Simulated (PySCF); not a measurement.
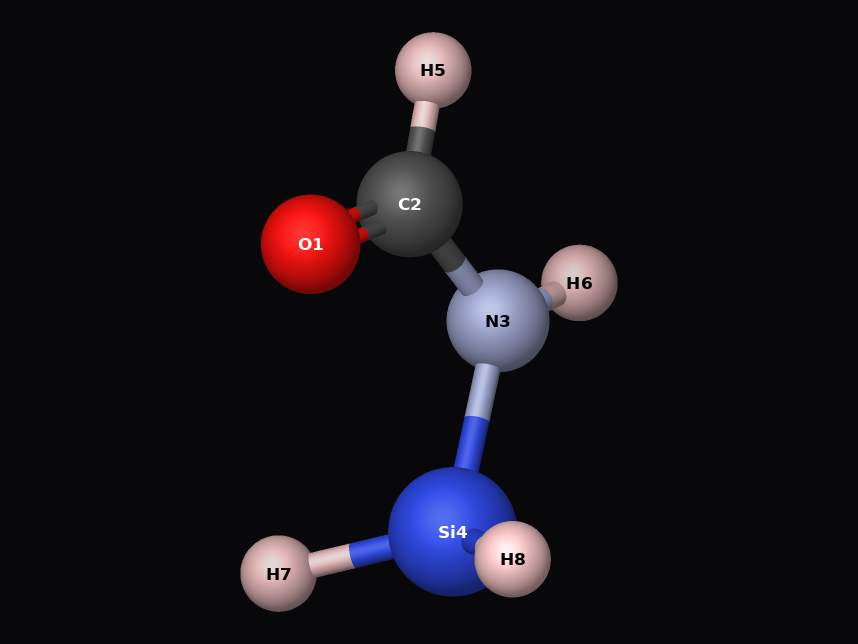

Charge 0, doublet. The computed structure is the end point of a GFN2-xTB optimisation. No frequency run is at hand to confirm it as a minimum. Level of theory: UKS B3LYP, pcH-1 on C H N O Si, non-relativistic (PySCF 2.14.0). Fermi-contact and spin-dipolar terms alone, no spin-orbit part.

Question. Which nucleus has the largest dipolar (anisotropic) hyperfine coupling?

Answer. 29Si at Si4: principal values −182.9, 91.3, 91.6 MHz.

List the isotropic and dipolar parts for the most strongly coupled nuclei, one of each equivalent set.

```tsv
atom	isotope	a_iso (MHz)	dipolar part (MHz)
Si4	29Si	−435.1	−182.9, 91.3, 91.6
H7	1H	62.4	−10.0, 1.1, 8.9
H6	1H	6.2	−4.7, −3.3, 8.0
O1	17O	−16.3	−4.9, 2.2, 2.7
C2	13C	20.1	−2.5, −1.5, 4.0
H5	1H	−0.8	−2.0, −1.0, 3.0
N3	14N	15.4	−1.1, −0.6, 1.8
```

The geometry is semi-empirical. Around Si such bond lengths and angles can be off by a tenth of an ångström or more and by several degrees, and values that hang on the shape move with them.
